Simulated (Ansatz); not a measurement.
# SiGeCl (quartet): correlated methods under varied settings at a displaced geometry (v2)

What do other methods and options give for SiGeCl (quartet) at this geometry, and how long do they take?

Program: Ansatz 0.2.0, Gaussian basis. Level of theory: the settings change from run to run. These are calculated values, not measurements.

31 further runs of the same task are left out: 15 that didn't finish, 16 set aside as unsound or not needed.

### Step 1. What is computed

The geometry is a PBE0/def2-TZVP stationary point (not a proven minimum) with its atoms shifted at random (size 0.100 Å). No spin-orbit coupling is included. The filled d shell of Ge may be among the frozen orbitals whatever the setting's name suggests; the logs give the count.

3 atoms, charge 0, spin multiplicity 4.

Atoms are counted from 1 here; the program's logs count them from 0.

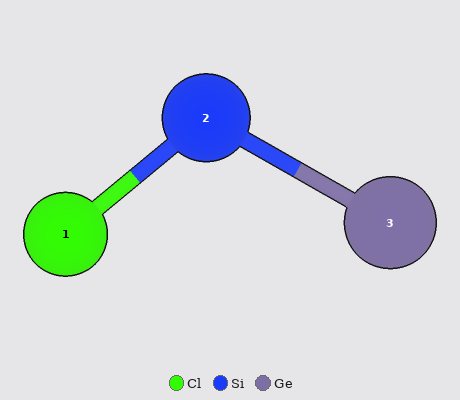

The structure; chlorine green, silicon blue, germanium purple; atoms are numbered from 1 in the order of the file.

As a file:

```xyz
3
charge 0, multiplicity 4
Cl    0.0811   -0.4115    2.2939
Si   -0.0838    0.9578    0.7342
Ge   -0.0072   -0.1695   -1.4034
```

### Step 2. NEVPT2(7,6)/cc-pVDZ

File in.yaml:

```yaml
crystal:
  periodic: [false, false, false]
  atoms:
    - {symbol: Cl, position_ang: [0.081080, -0.411458, 2.293858]}
    - {symbol: Si, position_ang: [-0.083794, 0.957774, 0.734160]}
    - {symbol: Ge, position_ang: [-0.007174, -0.169495, -1.403406]}
basis:
  gaussian: {orbitals: cc-pVDZ}
magnetization: {spin_polarized: false, initial_magnetization: 3}
correlation: {method: sc_nevpt2, electrons: outside_noble_gas, active_space: {window: {electrons: 7, orbitals: 6}, states: [{multiplicity: 4, weights: [1, 1, 1, 1]}, {multiplicity: 6, weights: [1]}], root: 2}}
scf: {lower_state_search: off}
output: {forces: true}
```

The run is started by

```bash
$ ansatz run in.yaml --threads 1 --pin off --events-out ev --progress --plain --max-ram 2393MiB
```

The log of the run (excerpt; [...] marks lines left out):

```text
Functional definition: HF
  name "HF"
  cite "Fock, Z. Phys. 61, 126 (1930) doi:10.1007/BF01340294"
  parent pbe
[...]
1239 factors; integrals over basis functions are off by at most 1.3e-7 eV
[...]
mean field -76838.06986005 eV, -2823.7469846426 hartree, gradient 2.8e-6 eV, S^2 3.750000; 0 other end points of the search recorded, 0 dependent functions left out
reference -76838.06986005 eV, -2823.7469846426 hartree; 33, 30 occupied and 30, 33 virtual orbitals, 1239 factors
state -76838.54171143 eV, -2823.7643248609 hartree
state -76837.36289087 eV, -2823.7210040044 hartree
state -76836.69014643 eV, -2823.6962811020 hartree
state -76836.65260741 eV, -2823.6949015686 hartree
state -76838.54171143 eV, -2823.7643248609 hartree; corrected -76845.20162317 eV, -2824.0090721031 hartree
state -76837.36289087 eV, -2823.7210040044 hartree; corrected -76843.86606423 eV, -2823.9599912172 hartree
state -76836.69014643 eV, -2823.6962811020 hartree; corrected -76843.03157953 eV, -2823.9293244702 hartree
state -76836.65260741 eV, -2823.6949015686 hartree; corrected -76843.06044479 eV, -2823.9303852490 hartree
state -76835.73351876 eV, -2823.6611256836 hartree
state -76835.73351876 eV, -2823.6611256836 hartree; corrected -76841.87107005 eV, -2823.8866765334 hartree
[...]
Total energy: -76843.03157953 eV, -2823.9293244702 hartree
Atom 0 at     0.081080    -0.411458     2.293858 Å, force     0.035251    -0.322469     0.160211 eV/Å
Atom 1 at    -0.083794     0.957774     0.734160 Å, force    -0.097255     1.170743     1.196746 eV/Å
Atom 2 at    -0.007174    -0.169495    -1.403406 Å, force     0.062003    -0.848275    -1.356957 eV/Å
Dipole moment:    -0.017054     0.138982    -0.176734 e Å
Checks for a lower state left out: stability, starts, cluster_reference, orbital_swaps, neighbouring_geometries, increment
```

Wall time 9 s (1 thread of Arm Neoverse V2, shared host).

From the report: 46 determinants; active occupations (of the averaged states) 1.99, 1.60, 0.99, 0.91, 0.80, 0.71.

### Step 3. BCCD on ROHF/cc-pVDZ

File in.yaml:

```yaml
crystal:
  periodic: [false, false, false]
  atoms:
    - {symbol: Cl, position_ang: [0.081080, -0.411458, 2.293858]}
    - {symbol: Si, position_ang: [-0.083794, 0.957774, 0.734160]}
    - {symbol: Ge, position_ang: [-0.007174, -0.169495, -1.403406]}
basis:
  gaussian: {orbitals: cc-pVDZ}
magnetization: {spin_polarized: false, initial_magnetization: 3}
correlation: {method: bccd, electrons: outside_noble_gas}
```

The command is unchanged.

The log of the run (excerpt; [...] marks lines left out):

```text
Functional definition: HF
  name "HF"
  cite "Fock, Z. Phys. 61, 126 (1930) doi:10.1007/BF01340294"
  parent pbe
[...]
708 factors; integrals over basis functions are off by at most 8.8e-4 eV
[...]
mean field -76838.06970182 eV, -2823.7469788277 hartree, gradient 6.6e-6 eV, S^2 3.750000; 10 other end points of the search recorded, 0 dependent functions left out
[...]
determinant -76838.06970182 eV, -2823.7469788277 hartree, with singles and doubles -76846.23483213 eV, -2824.0470418320 hartree
determinant -76837.01666240 eV, -2823.7082803425 hartree, with singles and doubles -76844.90082851 eV, -2823.9980181031 hartree
determinant -76835.74062687 eV, -2823.6613869018 hartree, with singles and doubles -76843.96781615 eV, -2823.9637305314 hartree
determinant -76835.22942773 eV, -2823.6426006799 hartree, with singles and doubles -76843.74393395 eV, -2823.9555030121 hartree
determinant -76834.80889795 eV, -2823.6271464958 hartree, with singles and doubles -76843.23083072 eV, -2823.9366468165 hartree
24 core orbitals not correlated: weight in the atoms' cores, before any rotation towards them, 1.000 or more for the frozen orbitals, at most 0.000 for the correlated occupied ones
reference -76838.06970182 eV, -2823.7469788277 hartree; 9, 6 occupied and 30, 33 virtual orbitals, 708 factors
second order -7.15627161 eV of doubles, -0.07236279 eV of singles
cycle   1  -8.15405476 eV  change    1.1e-2 eV  update   1.0e-2
[...]
cycle  10  -8.15194727 eV  change   -2.6e-6 eV  update   1.3e-5
Total energy: -76846.22164909 eV, -2824.0465573641 hartree
```

Wall time 15 s (1 thread of Arm Neoverse V2, shared host).

From the report: correlation -8.1519 eV; largest double amplitude 0.10.

### Step 4. CCSDT(Q)/B/STO-3G

File in.yaml:

```yaml
crystal:
  periodic: [false, false, false]
  atoms:
    - {symbol: Cl, position_ang: [0.081080, -0.411458, 2.293858]}
    - {symbol: Si, position_ang: [-0.083794, 0.957774, 0.734160]}
    - {symbol: Ge, position_ang: [-0.007174, -0.169495, -1.403406]}
basis:
  gaussian: {orbitals: STO-3G}
magnetization: {spin_polarized: true, initial_magnetization: 3}
hamiltonian: {xc: {name: r2SCAN}}
correlation: {method: ccsdt_q_b, electrons: valence}
scf: {lower_state_search: full}
```

Same command.

The log of the run (excerpt; [...] marks lines left out):

```text
Functional definition: r2SCAN
  name "r2SCAN"
  cite "Furness, Kaplan, Ning, Perdew & Sun, J. Phys. Chem. Lett. 11, 8208 (2020) doi:10.1021/acs.jpclett.0c02405"
  cite "Furness, Kaplan, Ning, Perdew & Sun, J. Phys. Chem. Lett. 11, 9248 (2020) doi:10.1021/acs.jpclett.0c03077"
  parent r2scan
[...]
533 factors; integrals over basis functions are off by at most 3.5e-8 eV
[...]
mean field -76036.84952034 eV, -2794.3026802449 hartree, gradient 6.9e-6 eV, S^2 3.753022; 15 other end points of the search recorded, 0 dependent functions left out
19 core orbitals not correlated: weight in the atoms' cores, before any rotation towards them, 0.999 or more for the frozen orbitals, at most 0.000 for the correlated occupied ones
reference -75968.31705316 eV, -2791.7841585288 hartree; 14, 11 occupied and 3, 6 virtual orbitals, 533 factors
second order -2.20833128 eV of doubles, -1.42861863 eV of singles
cycle   1  -3.00272253 eV  change    4.6e-1 eV  update   1.9e-1
[...]
cycle  23  -4.07321937 eV  change    3.4e-8 eV  update   1.3e-6
perturbative correction -0.01259460 eV, -0.0004628429 hartree
WARN: these amplitudes may be one of several solutions (largest doubles amplitude 0.22, level shift 0.18 eV)
Total energy: -75972.40286713 eV, -2791.9343094227 hartree
```

Wall time 40 s (1 thread of Arm Neoverse V2, shared host); peak memory 0.45 GiB.

From the report: ⟨S²⟩ of the determinant 3.753 (pure quartet: 3.75); correlation -4.0858 eV; T1 0.065; largest double amplitude 0.22. The orbitals are Kohn-Sham ones, so correlation energy and T1 don't compare with those on Hartree-Fock orbitals. The report flags that the cluster equations may have other roots.

### Step 5. All runs side by side

Where basis and cores are those of an earlier UCCSDT(Q)/cc-pVDZ run (-76846.6118 eV), and the state is the same kind, the miss against it is given. † marks a result that the program doubts.

```csv
level,correlated,functions,energy (eV),from UCCSDT(Q) (meV),time
"NEVPT2(7,6)/cc-pVDZ (excited root 2 of an average)",outside noble gas,63,-76843.0316,,9 s
BCCD on ROHF/cc-pVDZ,outside noble gas,63,-76846.2216,390.2,15 s
CCSDT(Q)/B/STO-3G (on r2SCAN orbitals) †,valence,36,-75972.4029,,40 s
```

### Step 6. What came out

```
quantity                                                    value
    runs                                                        3
quickest  NEVPT2(7,6)/cc-pVDZ (excited root 2 of an average), 9 s
 slowest           CCSDT(Q)/B/STO-3G (on r2SCAN orbitals) †, 40 s
```

**Reading.** Total energies in different bases, with other cores or another treatment of relativity can't be set against each other. CCSDT(Q)/B/STO-3G (on r2SCAN orbitals) † took 4 times as long as NEVPT2(7,6)/cc-pVDZ (excited root 2 of an average); the jobs differ in more than the method.
